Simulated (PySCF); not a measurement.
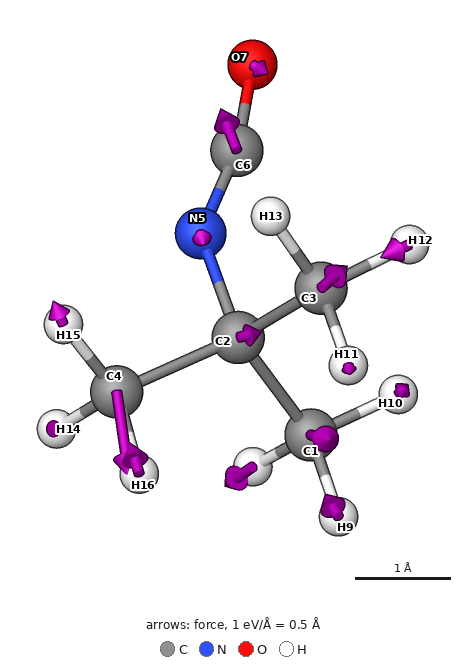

Starting geometry of C5H9NO with the computed forces as purple arrows. Style: ball-and-stick. Shown from a free direction.

The start comes from GFN2-xTB. Its atoms were then displaced at random by about 0.01 Å.

Method: PBE0-D3(BJ)/def2-TZVP geometry optimisation, gas phase in PySCF 2.14.0, density-fitted response routines. 

What follows when this structure is relaxed?

It isn't relaxed: the largest force vector, on a C atom, is 2.20 eV/Å. The final displacements have little in common with the starting forces (cosine between the two patterns 0.19). The O atom moves most after the best rigid fit: 0.25 Å. Largest moves by element: O 0.25 Å, H 0.09 Å, C 0.08 Å, N 0.08 Å. Among the contacts that change: C–H 1.058 → 1.091 Å, C–H 1.119 → 1.092 Å, C–C 1.546 → 1.524 Å, C–C 1.501 → 1.522 Å. Bond angles that change, for instance: C–N–C 145.3° → 138.0°, N–C–O 169.3° → 174.0°, C–C–H 112.8° → 110.5°. Over 7 geometry steps the energy falls by 0.135 eV. Cost: 5.6 min on 1 thread of AMD EPYC 7R43 64-Core Processor, on a shared host.
